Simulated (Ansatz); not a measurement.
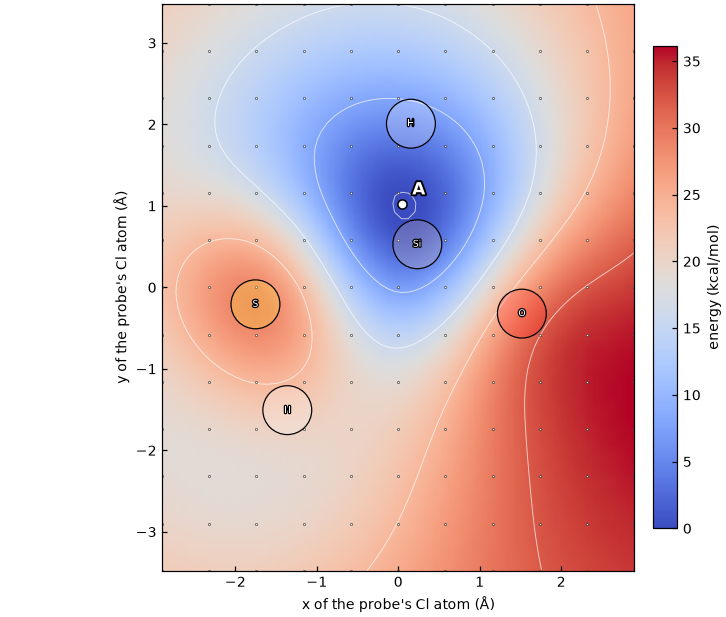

H₂OSSi (SMILES O=[SiH]S) with the probe Cl-. The probe is moved over a plane parallel to the molecule's main plane, 2.70 Å above it. Coordinates scanned: (1) x of the probe's Cl atom; (2) y of the probe's Cl atom. Nothing is relaxed (molecule and probe rigid). The scan uses an 11 × 13 grid. All energies are given in kcal/mol relative to the lowest grid point. Theory: RKS B3LYP-D4/def2-SVPD (Ansatz 0.2.0).

In the figure: a smooth colour map with a few white contour lines, dots at the grid points, labelled circles for the molecule's atoms, projected on the plane, the point A. Between grid points the surface is interpolated.

### What is the easiest way out of the well at A, and how high is the barrier?

The easiest path leads from the well at about x of the probe's Cl atom = 0.04 Å, y of the probe's Cl atom = 1.03 Å to the well at x of the probe's Cl atom = −2.32 Å, y of the probe's Cl atom = −2.32 Å [nearest 1 H at 2.98 Å], about 19 kcal/mol higher. Its highest point lies about 20 kcal/mol above the bottom of the first well on the interpolated surface, at x of the probe's Cl atom = −0.58 Å, y of the probe's Cl atom = −1.74 Å [nearest 1 H at 2.82 Å]. Seen from the upper well the barrier is about 1.5 kcal/mol. This is the barrier on the constrained surface; relaxing the other coordinates would change it.

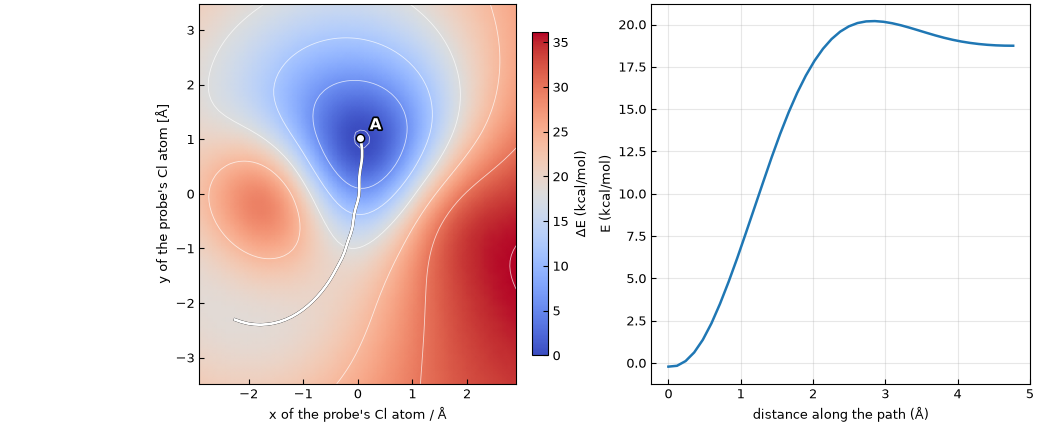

In the figure: a smooth colour map with a few white contour lines, a line along the lowest path, the energy along the path at the right. Between grid points the surface is interpolated.
